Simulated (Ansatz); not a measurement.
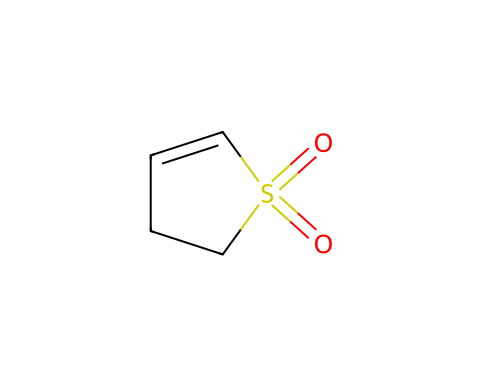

(Drawn from a calculation with Ansatz.)

**Transcribe the drawing into SMILES.**

O=S1(=O)C=CCC1

**What is the molecular formula?**

C4H6O2S.

**An optimisation with PBE-D4/def2-SVP gave a structure of which point group?**

Cs.
